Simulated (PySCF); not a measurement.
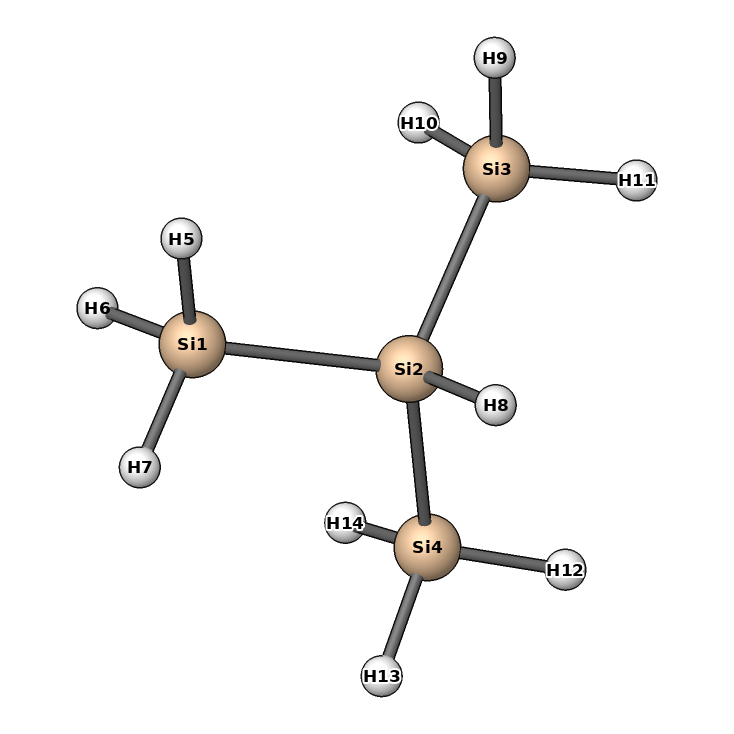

The questions are on isotropic NMR shieldings of the H atoms. The computed structure is the end point of a GFN2-xTB optimisation. No frequency run is at hand to confirm it as a minimum. Level of theory: GIAO PBE0/pcSseg-1 NMR shielding, non-relativistic, gas phase (PySCF 2.14.0).

List the isotropic NMR shieldings of the H atoms.

```tsv
atom	σ (ppm)
H5	28.09
H6	28.22
H7	28.09
H8	28.42
H9	28.08
H10	28.22
H11	28.08
H12	28.08
H13	28.08
H14	28.22
```

The geometry is semi-empirical. Around Si such bond lengths and angles can be off by a tenth of an ångström or more and by several degrees, and values that hang on the shape move with them.
